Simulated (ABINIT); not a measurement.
# BAs (F-43m): G0W0 in ABINIT against the bands in the self-energy

Wanted: the cheapest bands in the self-energy that holds the gap of BAs (F-43m).

Method: LDA and many-body steps on it, plane waves, in ABINIT 10.8.3.

**1. Set-up**

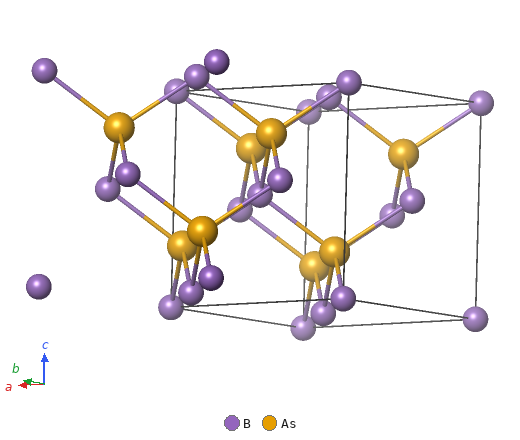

The cell as given, from a free direction (boron purple, arsenic orange). 1×2×1 cells are drawn. This picture shows the conventional cell, with its axes. Bonds to atoms that aren't drawn are left out. Some periodic images of atoms are drawn too.

Coordinates:

```cif
data_structure
_symmetry_space_group_name_H-M 'P 1'
_symmetry_Int_Tables_number 1
_cell_length_a 3.3778
_cell_length_b 3.3778
_cell_length_c 3.3778
_cell_angle_alpha 60.000
_cell_angle_beta 60.000
_cell_angle_gamma 60.000
_cell_volume 27.25
loop_
_atom_site_label
_atom_site_type_symbol
_atom_site_fract_x
_atom_site_fract_y
_atom_site_fract_z
_atom_site_occupancy
B1 B 0.00000 0.00000 0.00000 1
As2 As 0.25000 0.25000 0.25000 1
```

The cell and positions come from the Crystallography Open Database and are kept as given unless a step says otherwise.

**2. Screening, 4×4×4 mesh, 90 bands, screening to 217.7 eV**

This step: ABINIT 10.8.3; RPA screening on LDA, plane waves, norm-conserving pseudopotentials.

The RPA dielectric matrix is built and inverted for each q.

The input, run.abi:

```
acell 3*1.0 Angstrom
rprim 
  -0.000000000000 2.388500000000 2.388500000000
  2.388500000000 -0.000000000000 2.388500000000
  2.388500000000 2.388500000000 -0.000000000000
ntypat 2
znucl 5 33
natom 2
typat 1 2
xred 
  0.000000000000 0.000000000000 0.000000000000
  0.250000000000 0.250000000000 0.250000000000
pp_dirpath "pseudos"
pseudos "B.upf, As.upf"
ecut 34
ngkpt 4 4 4
nshiftk 1
shiftk 0 0 0
kptopt 1
chksymbreak 0
istwfk *1
occopt 1
irdwfk 1
optdriver 3
nband 90
ecuteps 8
inclvkb 2
awtr 1
symchi 1
indata_prefix "in"
outdata_prefix "out"
tmpdata_prefix "tmp"
```

Run with:

```bash
> OMP_NUM_THREADS=1 mpirun -n 4 abinit run.abi > log
```

The program printed:

```text
.Version 10.8.3 of ABINIT. v10.8.2 released Aug 2026.

 Symmetries : space group F-4 3 m (#216); Bravais cF (face-center cubic)
[... echo of the input left out ...]
== DATASET  1 ==================================================================
-   mpi_nproc: 4, omp_nthreads: 1 (-1 if OMP is not activated)

--- !DatasetInfo
iteration_state: {dtset: 1, }
dimensions: {natom: 2, nkpt: 8, mband: 90, nsppol: 1, nspinor: 1, nspden: 1, mpw: 1807, }
cutoff_energies: {ecut:  34.0, pawecutdg:  -1.0, }
electrons: {nelect:   1.80000000E+01, charge:   0.00000000E+00, occopt:   1.00000000E+00, tsmear:   1.00000000E-02, }

 SCREENING: Calculation of the susceptibility and dielectric matrices

 Based on a program developped by R.W. Godby, V. Olevano, G. Onida, and L. Reining.
 Incorporated in ABINIT by V. Olevano, G.-M. Rignanese, and M. Torrent.
.Using double precision arithmetic ; gwpc =  8

[... cell and pseudopotentials left out ...]
--------------------------------------------------------------------------------

 ==== K-mesh for the wavefunctions ====
 Number of points in the irreducible wedge :     8
[... list of points left out ...]
 Together with 24 symmetry operations and time-reversal symmetry
 yields    64 points in the full Brillouin Zone.

 ==== Q-mesh for the screening function ====
 Number of points in the irreducible wedge :     8
[... list of points left out ...]
 Together with 24 symmetry operations and time-reversal symmetry
 yields    64 points in the full Brillouin Zone.

 setmesh: FFT mesh size selected  =    25x   25x   25
          total number of points  =        15625

 vcoul_init : cutoff-mode = AUXILIARY_FUNCTION
 q-points for optical limit:   1
     1)      0.000010    0.000020    0.000030

- screening: taking advantage of time-reversal symmetry
- Maximum band index for partially occupied states nbvw = 9
- Remaining bands to be divided among processors   nbcw = 81
- Number of bands treated by each node ~20

 Number of electrons calculated from density =   18.0000; Expected =   18.0000
 average of density, n =  0.097875
 r_s =    1.3461
 omega_plasma =   30.1780 [eV]

 calculating chi0 at frequencies [eV] :
  1    0.000000E+00    0.000000E+00
  2    0.000000E+00    3.017802E+01

--------------------------------------------------------------------------------
  q-point number  1        q = ( 0.000000, 0.000000, 0.000000) [r.l.u.]
--------------------------------------------------------------------------------
[... chi0 elements left out ...]
 For q-point:  0.000010 0.000020 0.000030
  dielectric constant =  14.1537
  dielectric constant without local fields =  15.4936

  Average fulfillment of the sum rule on Im[epsilon] for q-point    1 :     69.53  [%]
[... wings left out ...]
  q-point number  2        q = ( 0.250000, 0.000000, 0.000000) [r.l.u.]
--------------------------------------------------------------------------------
[... chi0 elements left out ...]
  Average fulfillment of the sum rule on Im[epsilon] for q-point    2 :     85.24  [%]

 [... 6 further q-points ...]
```

It took 14 s on 4 MPI ranks of Arm Neoverse V1, shared host; peak memory 0.52 GiB.

Numbers from this step:

```yaml
eps_infinity_with_local_fields_on_this_mesh_along_the_program_s_q_direction: 14.15
the_same_without_local_fields: 15.49
plasma_frequency: 30.18 eV
plane_waves_in_the_screening_matrix: 181
```

Local fields lower ε∞ by 9 %. On a Γ-centred mesh this coarse the value itself is usually too large, while a short band sum pulls it down.

**3. 17 bands**

This step: G0W0 on LDA, plane waves, norm-conserving pseudopotentials.

run.abi: that of step 2 with these lines changed.

```diff
@@ -23,8 +23,17 @@
 irdwfk 1
-optdriver 3
-nband 90
+optdriver 4
+nband 17
+gwcalctyp 0
+ecutsigx 34
+symsigma 1
+nkptgw 2
+kptgw 
+  0.0000000000 0.0000000000 0.0000000000
+  0.5000000000 0.5000000000 0.0000000000
+bdgw 
+  7 12
+  8 11
 ecuteps 8
-inclvkb 2
-awtr 1
-symchi 1
+irdscr 1
+ppmodel 1
 indata_prefix "in"
```

The program printed:

```text
.Version 10.8.3 of ABINIT. v10.8.2 released Aug 2026.

 Symmetries : space group F-4 3 m (#216); Bravais cF (face-center cubic)
[... echo of the input left out ...]
== DATASET  1 ==================================================================
-   mpi_nproc: 4, omp_nthreads: 1 (-1 if OMP is not activated)

--- !DatasetInfo
iteration_state: {dtset: 1, }
dimensions: {natom: 2, nkpt: 8, mband: 17, nsppol: 1, nspinor: 1, nspden: 1, mpw: 1807, }
cutoff_energies: {ecut:  34.0, pawecutdg:  -1.0, }
electrons: {nelect:   1.80000000E+01, charge:   0.00000000E+00, occopt:   1.00000000E+00, tsmear:   1.00000000E-02, }

 SIGMA: Calculation of the GW corrections

 Based on a program developped by R.W. Godby, V. Olevano, G. Onida, and L. Reining.
 Incorporated in ABINIT by V. Olevano, G.-M. Rignanese, and M. Torrent.
.Using double precision arithmetic ; gwpc =  8

[... cell and pseudopotentials left out ...]
--------------------------------------------------------------------------------

 ==== K-mesh for the wavefunctions ====
 Number of points in the irreducible wedge :     8
[... list of points left out ...]
 Together with 24 symmetry operations and time-reversal symmetry
 yields    64 points in the full Brillouin Zone.

 ==== Q-mesh for screening function ====
 Number of points in the irreducible wedge :     8
[... list of points left out ...]
 Together with 24 symmetry operations and time-reversal symmetry
 yields    64 points in the full Brillouin Zone.

 vcoul_init : cutoff-mode = AUXILIARY_FUNCTION
 q-points for optical limit:   1
     1)      0.000010    0.000020    0.000030
 setmesh: FFT mesh size selected  =    36x   36x   36
          total number of points  =        46656

 Number of electrons calculated from density =   18.0000; Expected =   18.0000
 average of density, n =  0.097875
 r_s =    1.3461
 omega_plasma =   30.1780 [eV]

 === KS Band Gaps ===
  >>>> For spin  1
   Minimum direct gap =   3.2646 [eV], located at k-point      :   0.0000  0.0000  0.0000
   Fundamental gap    =   1.3515 [eV], Top of valence bands at :   0.0000  0.0000  0.0000
                                       Bottom of conduction at :   0.5000  0.5000  0.0000
 SIGMA fundamental parameters:
 PLASMON POLE MODEL  1
 number of plane-waves for SigmaX                 1807
 number of plane-waves for SigmaC and W            181
 number of plane-waves for wavefunctions          1807
 number of bands                                    17
 number of independent spin polarizations            1
 number of spinorial components                      1
 number of k-points in IBZ                           8
 number of q-points in IBZ                           8
 number of symmetry operations                      24
 number of k-points in BZ                           64
 number of q-points in BZ                           64
 number of frequencies for dSigma/dE                 9
 frequency step for dSigma/dE [eV]                0.25
 number of omega for Sigma on real axis              0
 max omega for Sigma on real axis  [eV]           0.00
 zcut for avoiding poles [eV]                     0.10

 EPSILON^-1 parameters (SCR file):
 dimension of the eps^-1 matrix on file            181
 dimension of the eps^-1 matrix used               181
 number of plane-waves for wavefunctions          1807
 number of bands                                    90
 number of q-points in IBZ                           8
 number of frequencies                               2
 number of real frequencies                          1
 number of imag frequencies                          1

 matrix elements of self-energy operator (all in [eV])

 Perturbative Calculation

--- !SelfEnergy_ee
iteration_state: {dtset: 1, }
kpoint     : [   0.000,    0.000,    0.000, ]
spin       : 1
KS_gap     :    3.265
QP_gap     :    4.188
Delta_QP_KS:    0.924
data: !SigmaeeData |
     Band     E0 <VxcDFT>   SigX SigC(E0)      Z dSigC/dE  Sig(E)    E-E0       E
        7   6.440 -13.886 -15.788   2.495   0.818  -0.223 -13.401   0.484   6.925
        8   6.440 -13.886 -15.788   2.495   0.818  -0.223 -13.401   0.484   6.925
        9   6.440 -13.886 -15.788   2.495   0.818  -0.223 -13.401   0.484   6.925
       10   9.705 -12.825  -8.273  -2.842   0.823  -0.215 -11.417   1.408  11.113
       11   9.705 -12.825  -8.273  -2.842   0.823  -0.215 -11.417   1.408  11.113
       12   9.705 -12.825  -8.273  -2.842   0.823  -0.215 -11.417   1.408  11.113

--- !SelfEnergy_ee
iteration_state: {dtset: 1, }
kpoint     : [   0.500,    0.500,    0.000, ]
spin       : 1
KS_gap     :    5.421
QP_gap     :    6.701
Delta_QP_KS:    1.280
data: !SigmaeeData |
     Band     E0 <VxcDFT>   SigX SigC(E0)      Z dSigC/dE  Sig(E)    E-E0       E
        8   2.371 -12.908 -16.448   3.530   0.798  -0.253 -12.916  -0.008   2.363
        9   2.371 -12.908 -16.448   3.530   0.798  -0.253 -12.916  -0.008   2.363
       10   7.792 -11.361  -6.620  -3.209   0.830  -0.204 -10.089   1.272   9.064
       11   7.889 -11.104  -6.492  -3.187   0.828  -0.208  -9.925   1.179   9.068

== END DATASET(S) ==============================================================
================================================================================

 -outvars: echo values of variables after computation  --------
           etotal      0.0000000000E+00
            nband          17
             nkpt           8
          spgroup         216
 [... the other variables as echoed above ...]

 Calculation completed.
```

Wall time 3.3 s (4 MPI ranks); peak memory 0.45 GiB.

This step gave:

- G0W0 gap on the points computed: 2.139 eV
- starting gap on the mesh: 1.351 eV
- k of the valence top: 0, 0, 0
- k of the conduction bottom: 0.5, 0.5, 0
- Z at the valence top: 0.818
- Z at the conduction bottom: 0.83
- least direct G0W0 gap on the computed points: 4.188 eV

(Part 1 of 2 ends here.)

[Paths, hosts, dates, memory and timing lines, banners, echoed tables and standing remarks are left out of the program output.]

[Logs are printed without paths, hosts, clocks, repeated set-up lines and the standing remarks that a program may print on its own settings, such as how far it seeks lower states.]

[Runs of the session that timed out or met a known fault of the program may be left out.]

[Hosts, paths, dates, database ids (printed as entryN), source tags and the programs' standing remarks are cut or masked in the printed files.]

[G0W0 gaps are taken among the corrected bands and points alone; a level outside them can change the order at an edge.]

[Where Ansatz stands beside ABINIT at settings called matched, ABINIT's density can come from a denser mesh and the files from another edition; pairs whose starting gaps differed by over 0.03 eV were left out, so agreement reads better than it is.]
